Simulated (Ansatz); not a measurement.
# C2H9BrSi2: what the fields show

```yaml
atoms:
  - { symbol: C, position_ang: [1.4104, 2.7305, 1.6152] }
  - { symbol: C, position_ang: [0.4459, -0.2271, 1.3053] }
  - { symbol: Br, position_ang: [-1.5344, 2.2300, 0.0572] }
  - { symbol: Si, position_ang: [0.5554, 1.4734, 0.5081] }
  - { symbol: Si, position_ang: [-0.2928, -1.6323, 0.2709] }
  - { symbol: H, position_ang: [1.4501, 3.7141, 1.1358] }
  - { symbol: H, position_ang: [2.4395, 2.4112, 1.8238] }
  - { symbol: H, position_ang: [0.8866, 2.8383, 2.5711] }
  - { symbol: H, position_ang: [1.2467, 1.3810, -0.8039] }
  - { symbol: H, position_ang: [1.4729, -0.5134, 1.5792] }
  - { symbol: H, position_ang: [-0.1150, -0.1445, 2.2457] }
  - { symbol: H, position_ang: [-0.1425, -2.9252, 0.9949] }
  - { symbol: H, position_ang: [0.4227, -1.7425, -1.0294] }
  - { symbol: H, position_ang: [-1.7358, -1.4040, 0.0074] }
```

Geometry: B3LYP/6-31G*.

Method: isolated molecule in a Gaussian basis; Kohn-Sham density functional theory, functional PBE0 in Ansatz 0.2.0.

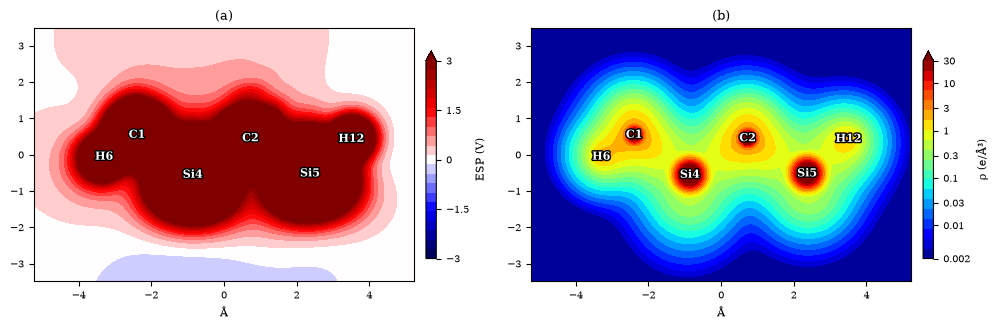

Figure 1. (a) electrostatic potential; (b) total electron density on the plane of atoms Si4, C2 and Si5.

### What does the map show?

The plane passes through C, Si and H nuclei.
C–Si (1.88 Å): ρ at the midpoint is about 0.96 e/Å³.
C–H (1.10 Å): the density is about 1.9 e/Å³ at the midpoint.
Si–H (1.49 Å): the density is about 0.77 e/Å³ at the midpoint.
Outside the dense part of the molecule the potential is most negative (−0.4 V) near H9, which lies off the plane.

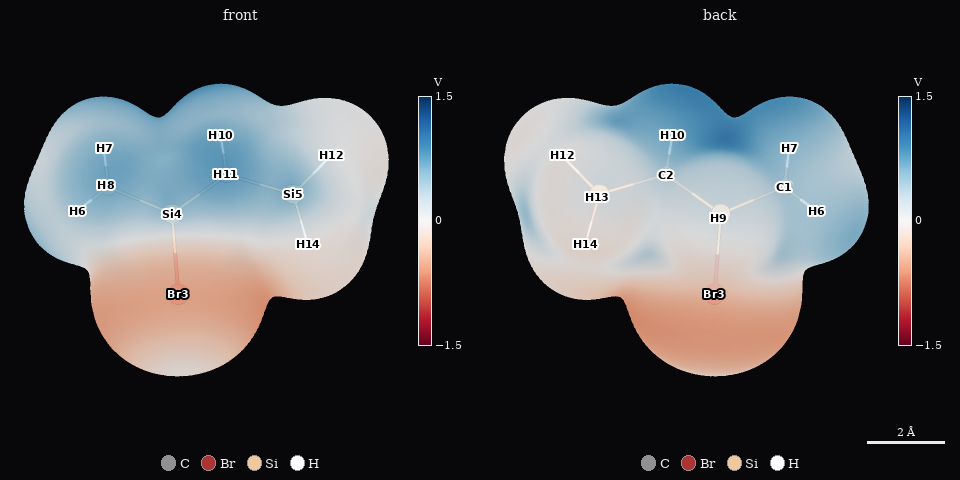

Figure 2. The electrostatic potential painted on the density surface at 0.001 e/bohr³, seen from the front and from behind; the colour scale runs from red (negative) to blue (positive).

### Where is the surface potential most negative and most positive?

The most negative region (about −0.6 V) lies over Br3, the most positive (about +1.0 V) over Si4 and H10.

### What dipole moment does the calculation give?

Its dipole moment is 2.56 D.

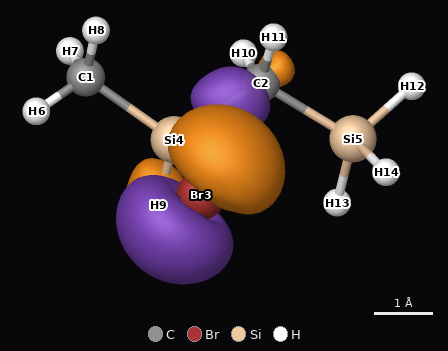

Figure 3. The HOMO−1 at ±0.15 Å⁻³ᐟ² (orange and purple are the two phases), seen at a tilt.

### What is the character of this orbital?

By Hirshfeld shares it lies mainly on Br3 (about 75 %), Si4 (about 10 %) and C2 (about 5 %); largely a lone pair of Br3. Its energy is −8.15 eV.
